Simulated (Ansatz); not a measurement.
## Nudged elastic band of AlGeH₃ClF

AlGeH₃ClF, computed with RKS r2SCANh/def2-SVP (Ansatz 0.2.0).

One setting was made poor on purpose. It belongs to a series of runs on one base structure; here: band between the two ends. Figures and captions count atoms from 1; the log counts them from 0 in places.

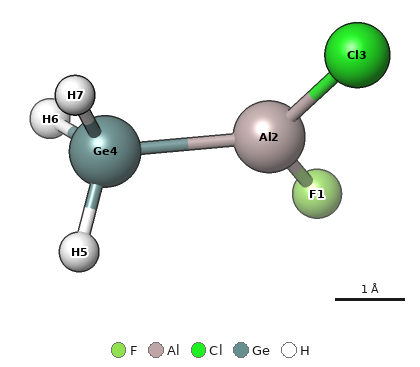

*The input geometry (ball-and-stick view, seen at a tilt; atoms are numbered from 1 in the order of the input). Sticks mark near contacts.*

## The input
```yaml
crystal:
  periodic: [false, false, false]
  atoms:
    - { symbol: F, position_ang: [1.687671, -0.559751, 1.935355] }
    - { symbol: Al, position_ang: [0.680541, -0.952577, 0.675104] }
    - { symbol: Cl, position_ang: [0.529698, -2.992955, 0.227464] }
    - { symbol: Ge, position_ang: [-0.511148, 0.805736, -0.524177] }
    - { symbol: H, position_ang: [0.474866, 1.821489, -1.117651] }
    - { symbol: H, position_ang: [-1.441264, 1.573881, 0.425282] }
    - { symbol: H, position_ang: [-1.359064, 0.236177, -1.667077] }
basis:
  gaussian: { orbitals: def2-SVP }
hamiltonian:
  xc: r2scanh
neb:
  order_check: false
  images: 5
  f_tol: 0.2
  max_iterations: 44
  final_atoms:
    - { symbol: F, position_ang: [1.69537782, -0.57806339, 1.95801813] }
    - { symbol: Al, position_ang: [0.69074572, -0.93906435, 0.68659697] }
    - { symbol: Cl, position_ang: [0.5023741, -2.97110582, 0.21397042] }
    - { symbol: Ge, position_ang: [-0.49573206, 0.81436169, -0.52617693] }
    - { symbol: H, position_ang: [0.22934588, 2.16232542, -0.43193102] }
    - { symbol: H, position_ang: [-0.65740521, 0.44646657, -2.00617667] }
    - { symbol: H, position_ang: [-1.90340625, 0.99707987, 0.0599991] }
  initial_path:
    images:
      - { positions_ang: [[1.687671, -0.559751, 1.935355], [0.680541, -0.952577, 0.675104], [0.529698, -2.992955, 0.227464], [-0.511148, 0.805736, -0.524177], [0.474866, 1.821489, -1.117651], [-1.441264, 1.573881, 0.425282], [-1.359064, 0.236177, -1.667077]] }
      - { positions_ang: [[1.61609168, -0.55506327, 1.96657756], [0.63369438, -0.90826901, 0.60884837], [0.46926862, -2.95438258, 0.04669493], [-0.47367783, 0.88365222, -0.59734326], [0.5262408, 1.89505219, -1.13551835], [-1.46880216, 1.63153439, 0.33273613], [-1.24151549, -0.06052393, -1.26769538]] }
      - { positions_ang: [[1.54451236, -0.55037554, 1.99780012], [0.58684775, -0.86396103, 0.54259273], [0.40883923, -2.91581017, -0.13407414], [-0.43620766, 0.96156844, -0.67050951], [0.5776156, 1.96861538, -1.1533857], [-1.49634031, 1.68918778, 0.24019026], [-1.12396697, -0.35722486, -0.86831375]] }
      - { positions_ang: [[1.47293305, -0.54568781, 2.02902267], [0.54000113, -0.81965304, 0.4763371], [0.34840985, -2.87723775, -0.31484322], [-0.39873749, 1.03948465, -0.74367577], [0.6289904, 2.04217857, -1.17125304], [-1.52387847, 1.74684117, 0.14764438], [-1.00641846, -0.65392578, -0.46893213]] }
      - { positions_ang: [[1.5470813, -0.55647967, 2.00535449], [0.59024932, -0.85945681, 0.54642372], [0.39973126, -2.90852711, -0.13857201], [-0.43106901, 0.96444367, -0.67117615], [0.49577556, 2.08222752, -0.92481237], [-1.23505405, 1.31338297, -0.57029597], [-1.30541439, -0.10359057, -0.29262172]] }
      - { positions_ang: [[1.62122956, -0.56727153, 1.98168631], [0.64049752, -0.89926058, 0.61651035], [0.45105268, -2.93981647, 0.03769921], [-0.46340054, 0.88940268, -0.59867654], [0.36256072, 2.12227647, -0.67837169], [-0.94622963, 0.87992477, -1.28823632], [-1.60441032, 0.44674465, -0.11631131]] }
      - { positions_ang: [[1.69537782, -0.57806339, 1.95801813], [0.69074572, -0.93906435, 0.68659697], [0.5023741, -2.97110582, 0.21397042], [-0.49573206, 0.81436169, -0.52617693], [0.22934588, 2.16232542, -0.43193102], [-0.65740521, 0.44646657, -2.00617667], [-1.90340625, 0.99707987, 0.0599991]] }
```

Machine: 2 threads of Arm Neoverse V1, 24 GiB of memory available, shared host.

Command:
```bash
ansatz run input.yaml --threads 2 --pin off --max-ram 3072MiB --backend cpu --events-out ev --progress --plain --runs-dir out
```

## Output
```
Engine: ansatz 0.2.0, aarch64-unknown-linux-gnu
Functional definition: r2SCANh
  parameter a = 0.1
  parameter k0 = 0.174
  parameter k1 = 0.065
  parameter a1 = 4.9479
  exchange = (1 - a)*r2scan_x(k0 = k0, k1 = k1, a1 = a1) + a*exact_x
  correlation = r2scan_c
983 factors; integrals over basis functions are off by at most 3.1e-4 eV
mean field evaluation 1: about -78386.7824 eV, gradient 3.8e1 eV
mean field evaluation 2: about -78381.3225 eV, gradient 7.0e1 eV
mean field evaluation 4: about -78389.1263 eV, gradient 1.8e0 eV
mean field evaluation 8: about -78389.1393 eV, gradient 7.2e-2 eV
mean field evaluation 16: about -78389.1393 eV, gradient 2.4e-5 eV
mean field -78389.13928043 eV, -2880.7477344887 hartree, gradient 2.4e-5 eV, S^2 0.000000; 0 other end points of the search recorded, 0 dependent functions left out
the calculation of the forces begins
reference -78389.13929073 eV, -2880.7477348674 hartree; 37, 37 occupied and 60, 60 virtual orbitals, 983 factors
983 factors; integrals over basis functions are off by at most 6.4e-4 eV
mean field evaluation 32: about -78389.1401 eV, gradient 2.6e-5 eV
mean field -78389.14008281 eV, -2880.7477639757 hartree, gradient 2.6e-5 eV, S^2 0.000000; 0 other end points of the search recorded, 0 dependent functions left out
[... from here on the field's lines of each further geometry are left out, up to the last ...]
NEB iter   1: max|band force component| = 5.208e1 eV/Å  barrier→ = 16.2472 eV  barrier← = 16.2480 eV  Δτ_max = 0.2000 Å  (181 SCF iters)
NEB iter   2: max|band force component| = 1.158e1 eV/Å  barrier→ = 6.4565 eV  barrier← = 6.4573 eV  Δτ_max = 0.2000 Å  (150 SCF iters)
NEB iter   3: max|band force component| = 6.996e0 eV/Å  barrier→ = 5.6025 eV  barrier← = 5.6033 eV  Δτ_max = 0.1980 Å  (139 SCF iters)
NEB iter   4: max|band force component| = 3.037e0 eV/Å  barrier→ = 5.0462 eV  barrier← = 5.0470 eV  Δτ_max = 0.1969 Å  (140 SCF iters)
NEB iter   5: max|band force component| = 2.409e0 eV/Å  barrier→ = 5.4519 eV  barrier← = 5.4527 eV  Δτ_max = 0.2000 Å  (158 SCF iters)
NEB iter   6: max|band force component| = 1.168e0 eV/Å  barrier→ = 4.1650 eV  barrier← = 4.1658 eV  Δτ_max = 0.2000 Å  (149 SCF iters)
NEB iter   7: max|band force component| = 1.617e0 eV/Å  barrier→ = 4.0430 eV  barrier← = 4.0438 eV  Δτ_max = 0.1019 Å  (142 SCF iters)
NEB iter   8: max|band force component| = 1.584e0 eV/Å  barrier→ = 3.6285 eV  barrier← = 3.6293 eV  Δτ_max = 0.0995 Å  (139 SCF iters)
NEB iter   9: max|band force component| = 1.856e0 eV/Å  barrier→ = 3.2227 eV  barrier← = 3.2235 eV  Δτ_max = 0.1003 Å  (140 SCF iters)
NEB iter  10: max|band force component| = 2.367e0 eV/Å  barrier→ = 2.7924 eV  barrier← = 2.7932 eV  Δτ_max = 0.1008 Å  (139 SCF iters)
NEB iter  11: max|band force component| = 2.164e0 eV/Å  barrier→ = 2.4075 eV  barrier← = 2.4083 eV  Δτ_max = 0.1018 Å  (137 SCF iters)
NEB iter  12: max|band force component| = 2.250e0 eV/Å  barrier→ = 2.2678 eV  barrier← = 2.2686 eV  Δτ_max = 0.0504 Å  (138 SCF iters)
NEB iter  13: max|band force component| = 1.411e0 eV/Å  barrier→ = 2.1165 eV  barrier← = 2.1173 eV  Δτ_max = 0.0504 Å  (135 SCF iters)
NEB iter  14: max|band force component| = 9.499e-1 eV/Å  barrier→ = 1.9973 eV  barrier← = 1.9981 eV  Δτ_max = 0.0507 Å  (135 SCF iters)
NEB iter  15: max|band force component| = 5.652e-1 eV/Å  barrier→ = 1.8997 eV  barrier← = 1.9005 eV  Δτ_max = 0.0502 Å  (132 SCF iters)
NEB iter  16: max|band force component| = 3.536e-1 eV/Å  barrier→ = 1.8261 eV  barrier← = 1.8269 eV  CI = image 4  Δτ_max = 0.0498 Å  (135 SCF iters)
NEB iter  17: max|band force component| = 3.312e-1 eV/Å  barrier→ = 1.8258 eV  barrier← = 1.8266 eV  CI = image 4  Δτ_max = 0.0502 Å  (140 SCF iters)
NEB iter  18: max|band force component| = 2.699e-1 eV/Å  barrier→ = 1.8065 eV  barrier← = 1.8073 eV  CI = image 4  Δτ_max = 0.1011 Å  (136 SCF iters)
NEB iter  19: max|band force component| = 2.864e-1 eV/Å  barrier→ = 1.7778 eV  barrier← = 1.7786 eV  CI = image 4  Δτ_max = 0.1009 Å  (139 SCF iters)
NEB iter  20: max|band force component| = 2.127e-1 eV/Å  barrier→ = 1.7612 eV  barrier← = 1.7620 eV  CI = image 4  Δτ_max = 0.0502 Å  (139 SCF iters)
the calculation of the forces begins
reference -78387.71678650 eV, -2880.6954588011 hartree; 37, 37 occupied and 60, 60 virtual orbitals, 983 factors
985 factors; integrals over basis functions are off by at most 3.6e-4 eV
mean field evaluation 896: about -78387.3835 eV, gradient 1.6e-3 eV
mean field -78387.38354269 eV, -2880.6832123171 hartree, gradient 6.0e-6 eV, S^2 0.000000; 1 other end points of the search recorded, 0 dependent functions left out
the calculation of the forces begins
reference -78387.38355266 eV, -2880.6832126834 hartree; 37, 37 occupied and 60, 60 virtual orbitals, 985 factors
NEB iter  21: max|band force component| = 1.745e-1 eV/Å  barrier→ = 1.7557 eV  barrier← = 1.7565 eV  CI = image 4  Δτ_max = 0.0000 Å  (268 SCF iters)
```

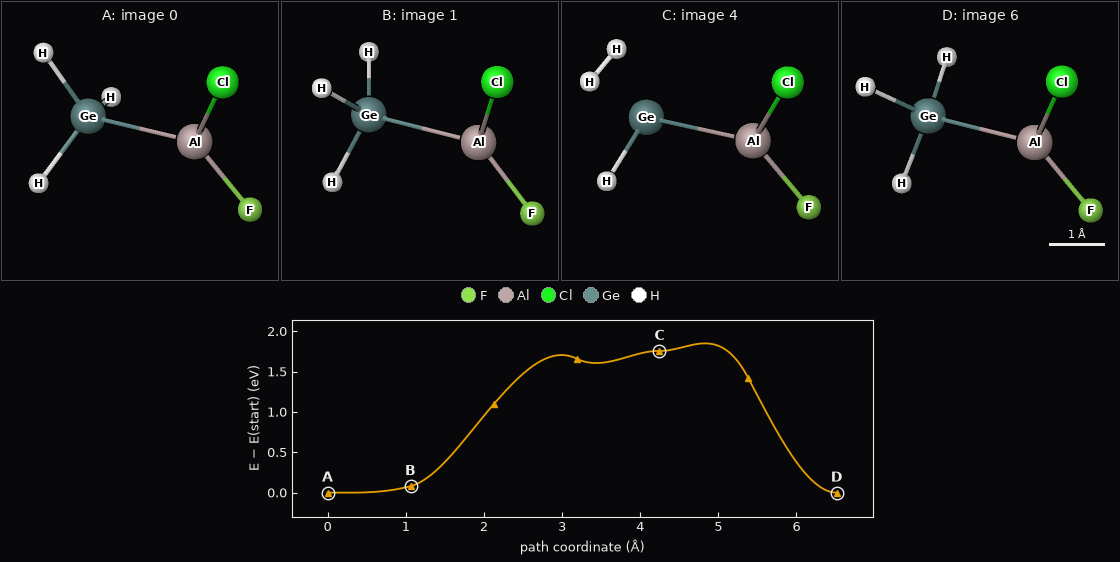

*Images of the last band (counted from 0; ball-and-stick, seen at a tilt) above the energy along the path; the line is a cubic interpolation that uses the forces.*

The highest image is number 4, 1.756 eV above the start and 1.757 eV above the end (the climbing image); the end lies 0.001 eV below the start. The path is 6.52 Å long. The band converged in 21 iterations.

```
Total energy: -78387.38355266 eV, -2880.6832126834 hartree
Atom 0 at     2.080135    -0.724361     1.639135 Å, force     0.175440     0.009049     0.121375 eV/Å
Atom 1 at     0.728110    -0.793525     0.678025 Å, force    -0.126537     0.067532    -0.052139 eV/Å
Atom 2 at     0.316162    -2.709489    -0.098660 Å, force    -0.044296    -0.021605    -0.062442 eV/Å
Atom 3 at    -0.623171     1.329145     0.521675 Å, force     0.050350     0.004391    -0.067710 eV/Å
Atom 4 at     0.407040     1.755675    -0.623162 Å, force    -0.051220    -0.023363     0.049837 eV/Å
Atom 5 at    -1.207757     0.764123    -1.324180 Å, force     0.014886    -0.074166     0.049004 eV/Å
Atom 6 at    -1.639220     0.310432    -0.838533 Å, force    -0.018624     0.038160    -0.037925 eV/Å
Dipole moment:    -0.403078     0.324810    -0.296861 e Å
this run last wrote the band of iteration 21 to [file]
```

## The last band as extended XYZ (Å, eV, eV/Å)
```
7
Properties=species:S:1:pos:R:3:forces:R:3 image=0 energy=-78389.13928
F     1.6877   -0.5598    1.9354   -0.0031  -0.0001  -0.0033
Al    0.6805   -0.9526    0.6751    0.0065  -0.0031   0.0063
Cl    0.5297   -2.9930    0.2275   -0.0019   0.0026  -0.0015
Ge   -0.5111    0.8057   -0.5242   -0.0071   0.0111  -0.0062
H     0.4749    1.8215   -1.1177    0.0011  -0.0030   0.0022
H    -1.4413    1.5739    0.4253    0.0028  -0.0032   0.0013
H    -1.3591    0.2362   -1.6671    0.0018  -0.0043   0.0012
7
Properties=species:S:1:pos:R:3:forces:R:3 image=1 energy=-78389.05904
F     2.0805   -0.7081    1.6207   -0.0103   0.0028   0.0775
Al    0.6813   -0.8949    0.7508    0.0441  -0.0364  -0.0029
Cl    0.0535   -2.8564    0.3681    0.0109  -0.0471   0.0976
Ge   -0.4898    0.8733   -0.4174   -0.0100  -0.1002  -0.1567
H     0.4308    2.0144   -0.8548   -0.0329   0.0809   0.0427
H    -1.7979    1.4175    0.1542    0.0539   0.0440   0.1751
H    -0.8971    0.0862   -1.6672   -0.0557   0.0559  -0.2333
7
Properties=species:S:1:pos:R:3:forces:R:3 image=2 energy=-78388.04601
F     1.9856   -0.7198    1.5676    0.0358  -0.0836   0.0016
Al    0.5526   -0.8485    0.7428   -0.0006  -0.0825   0.1248
Cl    0.0593   -2.7383    0.0019   -0.0335  -0.1350   0.1891
Ge   -0.4873    1.1242   -0.0071   -0.1371  -0.5397  -0.5666
H     0.5578    1.8464   -0.8584   -0.1418   0.4870   0.0569
H    -1.9366    1.3092   -0.4094   -0.2638   0.6278   0.4427
H    -0.6701   -0.0412   -1.0831    0.5410  -0.2741  -0.2486
7
Properties=species:S:1:pos:R:3:forces:R:3 image=3 energy=-78387.47854
F     1.9009   -0.6636    1.6494    0.1608  -0.1310   0.0900
Al    0.5755   -0.7672    0.6552    0.0624  -0.0576  -0.0285
Cl    0.2489   -2.6268   -0.2888   -0.0202   0.0348   0.0851
Ge   -0.4865    1.4340    0.3849   -0.0783  -0.0602  -0.0280
H     0.5990    1.5476   -0.7773   -0.1467   0.1376  -0.0155
H    -1.7085    0.7947   -0.7731    0.4080  -0.0696  -0.2124
H    -1.0679    0.2133   -0.8960   -0.3860   0.1460   0.1093
7
Properties=species:S:1:pos:R:3:forces:R:3 image=4 energy=-78387.38354
F     2.0801   -0.7244    1.6391    0.1754   0.0090   0.1214
Al    0.7281   -0.7935    0.6780   -0.1265   0.0675  -0.0521
Cl    0.3162   -2.7095   -0.0987   -0.0443  -0.0216  -0.0624
Ge   -0.6232    1.3291    0.5217    0.0503   0.0044  -0.0677
H     0.4070    1.7557   -0.6232   -0.0512  -0.0234   0.0498
H    -1.2078    0.7641   -1.3242    0.0149  -0.0742   0.0490
H    -1.6392    0.3104   -0.8385   -0.0186   0.0382  -0.0379
7
Properties=species:S:1:pos:R:3:forces:R:3 image=5 energy=-78387.71678
F     2.0384   -0.6696    1.7106    0.0606   0.0182   0.0373
Al    0.7262   -0.8563    0.7177   -0.0274  -0.1568  -0.0357
Cl    0.3315   -2.7758    0.0033   -0.0148  -0.1532   0.0557
Ge   -0.5929    0.9936    0.0175    0.1108  -0.7030  -0.9776
H     0.2501    2.1313   -0.5172   -0.3745   0.7675   0.2912
H    -0.7013    0.4490   -1.4826    0.9771  -0.5713  -0.2136
H    -1.9907    0.6597   -0.4950   -0.7317   0.7987   0.8427
7
Properties=species:S:1:pos:R:3:forces:R:3 image=6 energy=-78389.14008
F     1.6954   -0.5781    1.9580   -0.0082   0.0025  -0.0040
Al    0.6907   -0.9391    0.6866    0.0093  -0.0032  -0.0145
Cl    0.5024   -2.9711    0.2140   -0.0006  -0.0005   0.0066
Ge   -0.4957    0.8144   -0.5262    0.0008   0.0057   0.0122
H     0.2293    2.1623   -0.4319   -0.0028  -0.0066   0.0005
H    -0.6574    0.4465   -2.0062    0.0039  -0.0017   0.0009
H    -1.9034    0.9971    0.0600   -0.0024   0.0038  -0.0016
```

## Summary

| quantity | value |
| --- | --- |
| outcome | converged |
| barrier, forward | 1.756 eV |
| barrier, backward | 1.756 eV |
| wall time | 7.8 min (CPU time 15 min) |
| peak memory | 0.24 GiB |

## Notes

A deliberately poor setting: loose force. The order of the saddle point was not checked.
